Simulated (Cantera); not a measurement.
A closed system holds: 1 mol SiH4, 0.33 mol C2H2, 6.3 mol H2, 0.12 mol CH4, held at 0.110 bar.

Equilibrium computed with Cantera from the NASA thermochemical tables; the gas is ideal and each condensed phase is pure. Candidate condensed phases: C, C6H6, C7H8, C8H18, Si, SiC; 87 gas species. Mutual solubility and eutectic melting of coexisting phases are not modelled. Gases not in the tables: Si2H6 and higher silanes. Rates play no part.

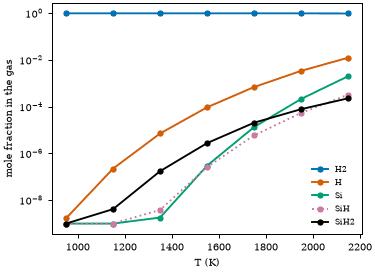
Figure. Equilibrium gas composition (values under 1e-9 drawn at 1e-9)

From 950 K to 1550 K the condensed part is Si(s) + SiC(s). From 1750 K to 2150 K the condensed part is Si(l) + SiC(s). The main Si-bearing gas is SiH4 at 950 K and Si at 2150 K.
